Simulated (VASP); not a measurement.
Band structure of PbI₂ (1T layered). Method: LDA (Ceperley-Alder, Perdew-Zunger) with spin-orbit coupling, VASP's LDA PAW potentials (set 64) (plane waves; VASP).

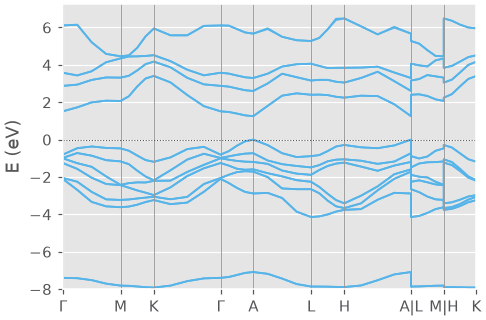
Figure: Bands along high-symmetry lines, zero at the valence-band maximum or, without a gap, the Fermi level

Problem. Read the plot: is there a gap, and where are the band edges?

Solution. The gap is direct, 1.25 eV, from the valence maximum at A to the conduction minimum at A.

Measured: gap 2.40 eV (computed value off by -1.15 eV), as given by Wikipedia, List of semiconductor materials.

The compound is PbI2 in the 1T layered structure. It was relaxed first, which changed the volume by -7 %.
